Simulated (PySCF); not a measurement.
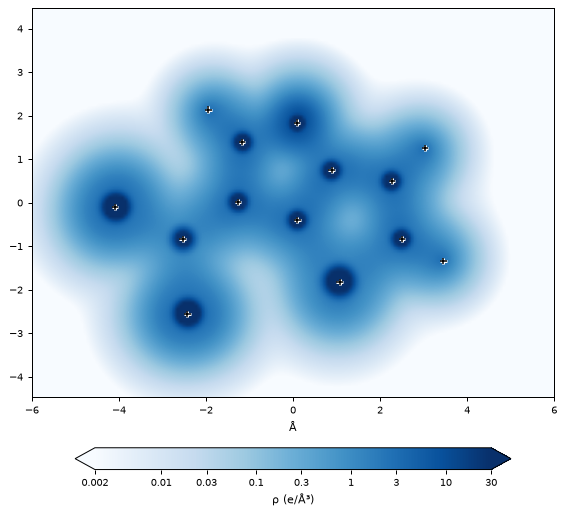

The electron density on a plane through atoms (crosses mark nuclei in the plane).

Level of theory: PySCF, PBE0/pcSseg-1, SCF density, gas phase, non-relativistic.

Candidates:
A. C$_{6}$H$_{3}$F$_{3}$O$_{2}$ (SMILES C=C(F)C1=CC(F)(F)C(=O)O1)
B. C$_{6}$H$_{3}$BCl$_{2}$OS (SMILES ClB(Cl)c1coc2ccsc12)
C. C$_{6}$H$_{7}$NSi (SMILES N#CCC#C[SiH]1CC1)

### Which candidate gave the map?

Candidate B: C$_{6}$H$_{3}$BCl$_{2}$OS on the molecular plane, which holds Cl, B, C, O, S and H. C–O (1.34 Å): the density is about 2.4 e/Å³ at the midpoint. C–C (1.36 Å): ρ at the midpoint is about 2.2 e/Å³.
